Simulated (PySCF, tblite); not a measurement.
# C5H9NOSi: geometry, infrared bands and NMR shifts

What infrared bands and NMR shifts should C5H9NOSi (`CC(/C=N/[SiH3])=C\C=O`) show?

Programs: tblite 0.8.0 and PySCF 2.14.0, with density-fitted response routines of our own. Each step states its level of theory. These are calculated values for one molecule in the gas phase, unless marked as measured. Atoms are numbered from 0 throughout.

## Step 1: The starting structure

17 atoms, charge 0, multiplicity 1; geometry from: force field or distance geometry start.

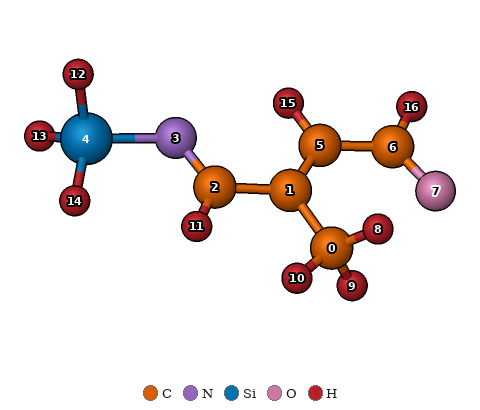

As it starts; carbon orange, nitrogen purple, silicon blue, oxygen pink, hydrogen red, atoms numbered.

## Step 2: Relaxing the molecule with GFN2-xTB

What the job is given:

```
{"job": {"kind": "relax", "xc": "GFN2-xTB", "basis": "xTB"}, "charge": 0, "multiplicity": 1}
C     -1.584300    -1.297900     0.306800
C     -0.661300    -0.153200     0.390600
C      0.753900    -0.369700    -0.024400
N      1.612800     0.589300     0.018000
Si     3.276100     0.218900    -0.508200
C     -1.091200     0.998600     0.853500
C     -2.445200     1.260100     1.284400
O     -3.363900     0.421600     1.284700
H     -2.484200    -1.067100    -0.302700
H     -1.970700    -1.647400     1.310700
H     -1.025600    -2.153000    -0.152700
H      0.984400    -1.346600    -0.379900
H      3.465900     1.056300    -1.724700
H      4.267300     0.592100     0.512600
H      3.336600    -1.191900    -0.816000
H     -0.386200     1.845300     0.935400
H     -2.691400     2.256700     1.651600
```

The run is started by

```bash
$ OMP_NUM_THREADS=1 python probes_run.py task.json out
```

This one command runs all jobs of the session in turn.

**Question.** This job is followed by: GFN2-xTB harmonic vibrations, gas phase; GIAO PBE0/pcSseg-1 NMR shielding, non-relativistic, gas phase. What will the session give for the following? strongest single infrared mode (GFN2-xTB); zero-point energy (GFN2-xTB); 13C shifts against TMS (PBE0/pcSseg-1); 1H shifts against TMS (PBE0/pcSseg-1, means over atoms taken as alike); 15N shifts against NH3 (PBE0/pcSseg-1); 29Si shifts against TMS (PBE0/pcSseg-1); 17O shifts against H2O (PBE0/pcSseg-1).

As calculated:

| quantity | value |
| --- | --- |
| strongest single infrared mode (GFN2-xTB) | 1708 cm⁻¹, 431 km/mol |
| zero-point energy (GFN2-xTB) | 76.4 kcal/mol |
| 13C shifts against TMS (PBE0/pcSseg-1) | 197.7, 179.7, 156.3, 128.5, 24.7 ppm |
| 1H shifts against TMS (PBE0/pcSseg-1, means over atoms taken as alike) | 10.55, 8.89, 7.38, 5.19, 2.64 ppm |
| 15N shifts against NH3 (PBE0/pcSseg-1) | 406.9 ppm |
| 29Si shifts against TMS (PBE0/pcSseg-1) | -57.3 ppm |
| 17O shifts against H2O (PBE0/pcSseg-1) | 738.7 ppm |

What this shows: Relaxing lowered the energy by 0.443 eV in 58 steps; the close pair that moved most is N3–Si4, from 1.783 to 1.716 Å. No mode is imaginary among the 45: a minimum at this level. The strongest single mode, at 1708 cm⁻¹, is spread over several atoms, C2, N3, C6, O7 among them. GFN2-xTB is a fitted tight-binding method: band positions and strengths are rough. Its intensities can rank the bands wrongly. The most deshielded carbon is C6 (aldehyde carbonyl carbon), at 197.7 ppm: the double bond to the heteroatom, with no lone-pair donor beside it, deshields it most. The most deshielded hydrogen is H16 (hydrogen on an aldehyde carbonyl carbon), at 10.55 ppm: the C=O anisotropy and electron withdrawal place aldehyde protons far downfield. At PBE0/pcSseg-1: The largest span, 1546 ppm, is at O7, where the paramagnetic term is -805 ppm.
